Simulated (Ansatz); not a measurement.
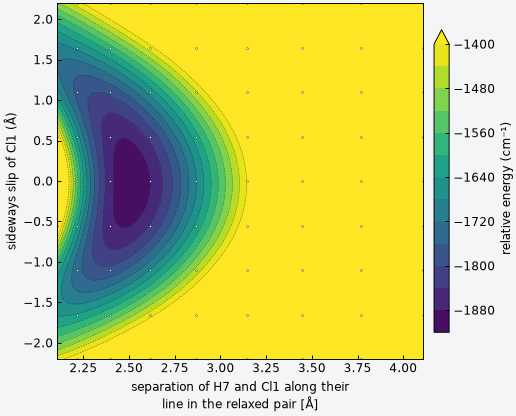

The pair Cl···C₂H₄, charge −1. Coordinates scanned: (1) separation of H7 and Cl1 along their line in the relaxed pair; (2) sideways slip of Cl1. Nothing is relaxed (both partners rigid). The scan uses a 9 × 9 grid. Points are written as (first, second). Energies are in cm⁻¹, from the ion and the molecule far apart, frozen as in the relaxed pair, each in its own basis (no counterpoise correction). Level of theory: RKS wB97X-V/def2-SVPD (Ansatz 0.2.0).

Drawn: filled contours, dots at the grid points, one colour for all values above the top of the scale. Between grid points the surface is interpolated.

**Estimate the position of the minimum and the force constants in these coordinates.**

The interpolated minimum is at the first coordinate ≈ 2.510 Å, sideways slip of Cl1 ≈ −0.06 Å. The curvatures there are about 0.71 eV/Å² and 0.021 eV/Å², with a cross term of about −0.006 eV/Å². Round the minimum the two coordinates are weakly coupled (coupling −0.05 in units of the two stiffnesses). (1 eV is 8066 cm⁻¹.)
